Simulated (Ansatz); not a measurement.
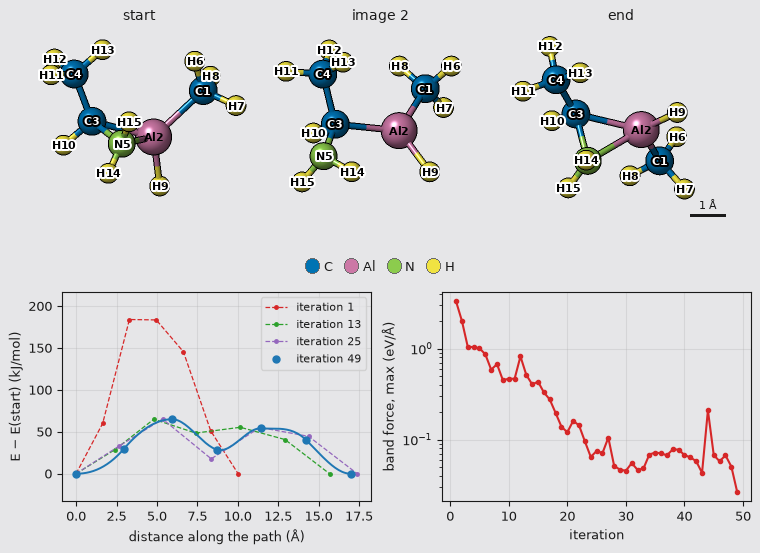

NEB run on C3H10AlN. Images are numbered from 0 (start) to 6 (end). The plot follows the band through its iterations. The picture is a ball-and-stick view, seen at a tilt.

Computed with Ansatz, RKS B3LYP-D4/def2-SVP. Run with 5 movable images; climbing image; force threshold 0.03 eV/Å; iteration limit 60; starting path by image-dependent pair potential.

Question: Judge this run.

Answer: The run is converged, with reservations. The band converged in 49 iterations. The largest component of the band force went from 3.3 to 0.027 eV/Å. The climbing image converged on the top of the path. Its vibrational analysis gives one imaginary mode (205i cm⁻¹), as a transition state must have. The first iteration put the highest image at 184.0 kJ/mol. The barrier is about 65.0 kJ/mol in both directions, with image 2 at the top; the ends have the same energy. The profile has 2 maxima (images 2, 4) with a dip at image 3 (+28.7 kJ/mol), so the process runs in steps.
